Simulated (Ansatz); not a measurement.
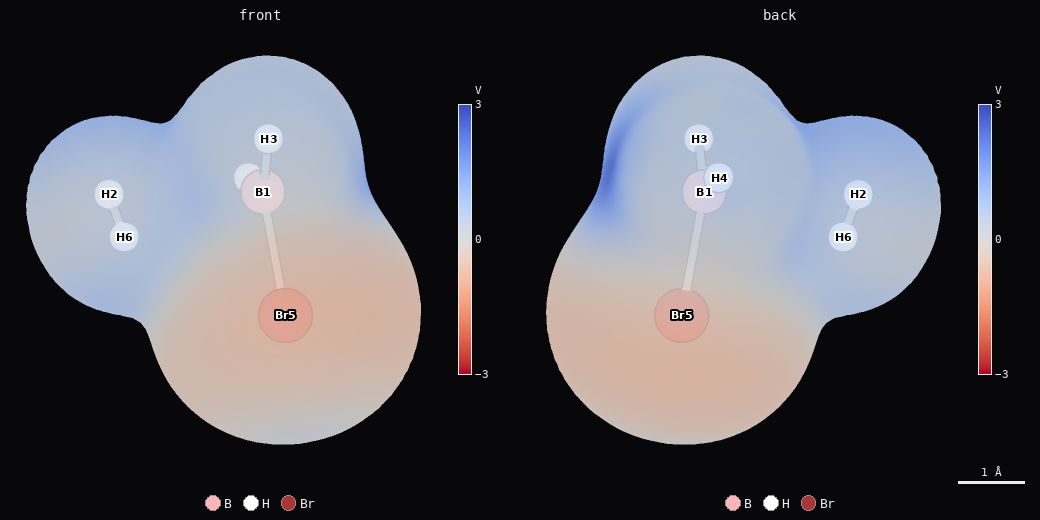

*BBrH₂···H₂. The molecular electrostatic potential painted on the density surface at 0.002 e/bohr³, seen from the front and from behind; red is negative and blue positive.*

Not at a stationary point (largest force 1.6 eV/Å).

These are results of RHF/def2-SVP in Ansatz 0.2.0, not measurements.

Input

```
crystal:
  periodic: [false, false, false]
  atoms:
    - { symbol: B, position_ang: [0.0, 0.0, 0.0] }
    - { symbol: H, position_ang: [0.0, 0.0, 1.54] }
    - { symbol: H, position_ang: [1.0305, 0.0, -0.595] }
    - { symbol: H, position_ang: [-1.0305, 0.0, -0.595] }
    - { symbol: Br, position_ang: [0.0978, -2.2185, 0.7379] }
    - { symbol: H, position_ang: [0.0382, -0.8668, 1.7013] }
basis:
  gaussian: { orbitals: def2-SVP }
hamiltonian:
  xc: hf
relax:
  f_tol: 0.15
  max_steps: 25
  restrain:
    - { distance: [0, 4], at: 2.04, k: 30.0 }
    - { distance: [5, 1], at: 0.66, k: 30.0 }
    - { distance: [0, 1], at: 2.39, k: 30.0 }
    - { distance: [5, 4], at: 2.75, k: 30.0 }
output:
  orbitals: {}
```

Launched as:

```sh
ansatz run input.yaml --threads 1 --pin off --max-ram 2048MiB --backend cpu --events-out ev --progress --plain --runs-dir out
```

The fields are those of the run's last geometry, not of the input's.

Describe the electrostatic potential map.

Answer. The most negative region (about −0.7 V) lies over Br5, the most positive (about +2.2 V) over B1. Br5 shows a σ-hole: about +0.1 V at the tip opposite its bond, against about −0.5 V on its flanks.
